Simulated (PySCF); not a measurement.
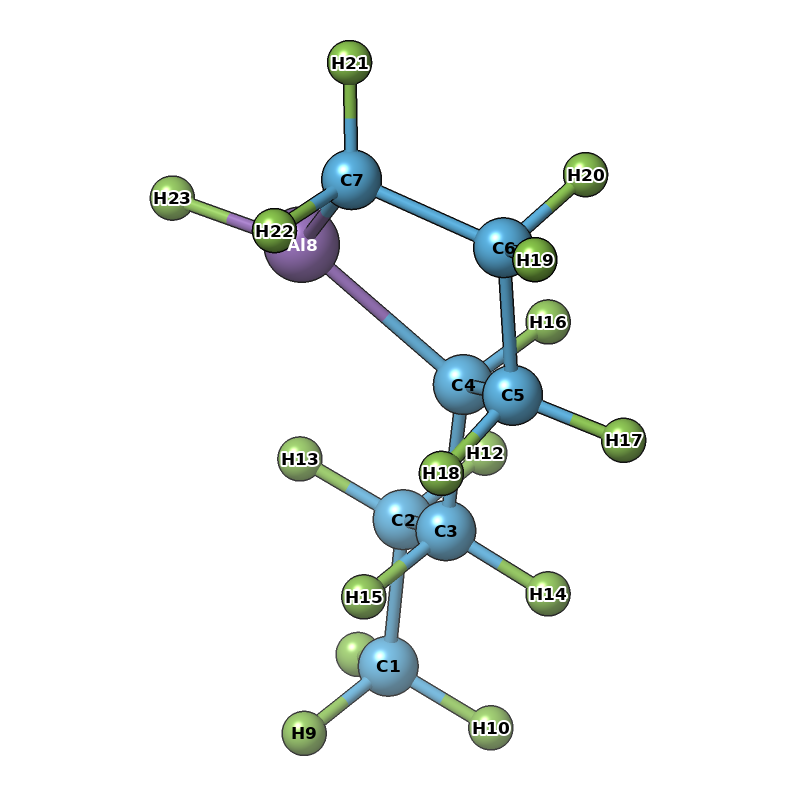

C2 lies behind C3. The molecule seen a little off the C3–C2 bond, C3 in front. Depth is shown by fading: the farther an atom, the more it takes the colour of the background. The computed structure is the end point of a PBE0-D3(BJ)/def2-SVP optimisation. No frequency run is at hand to confirm it as a minimum.

**What is the torsion angle C4–C3–C2–C1? The sign is positive where the front bond must turn clockwise to cover the back bond.**

179°, antiperiplanar (anti). The bonds about C3–C2 are staggered.
